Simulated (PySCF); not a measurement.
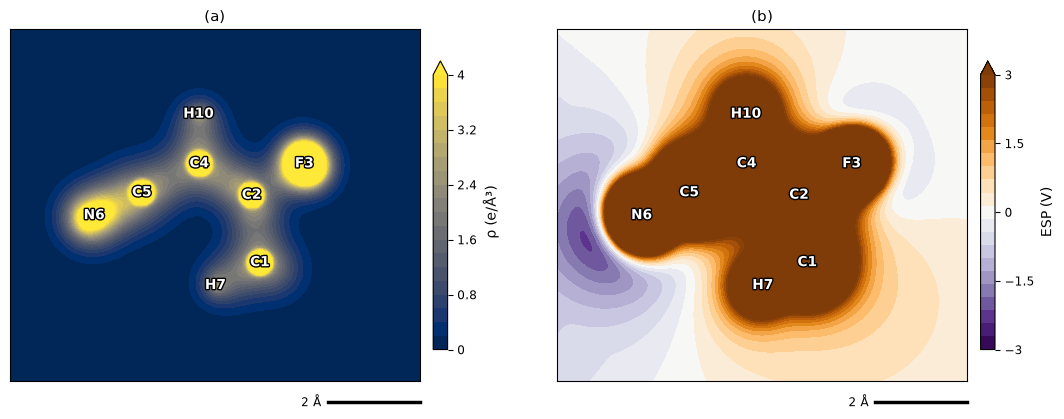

Figure 1: C4H4FN (SMILES C/C(F)=C\C#N). (a) total electron density; (b) molecular electrostatic potential on the plane of atoms C2, C4 and H10.

Geometry: GFN2-xTB.

These are results of PySCF, PBE0/pcSseg-1, SCF density, gas phase, non-relativistic, not measurements.

```tsv
atom	x (Å)	y (Å)	z (Å)
C	-1.2591	0.3413	0.1109
C	-0.1992	-0.6947	0.1517
F	-0.6593	-1.9269	0.4361
C	1.1093	-0.5398	-0.0578
C	1.6755	0.7091	-0.3608
N	2.1562	1.7198	-0.6109
H	-0.8318	1.3113	-0.1240
H	-2.0036	0.0759	-0.6400
H	-1.7677	0.3873	1.0742
H	1.7886	-1.3787	-0.0020
```

Question: Interpret the plot.

Answer: Atoms in the plane: C, F, N and H.
C–N (1.15 Å): ρ is about 3.6 e/Å³ halfway.
C–C (1.33 Å): ρ is about 2.3 e/Å³ halfway.
C–F (1.35 Å): ρ is about 2.3 e/Å³ halfway, with its minimum of 1.8 e/Å³ about 0.5 Å from C.
C–H (1.08 Å): ρ is about 2 e/Å³ halfway.
C–C (1.40 Å): the density is about 2 e/Å³ at the midpoint.
Outside the dense part of the molecule the potential is most negative (−2.2 V) near N6.
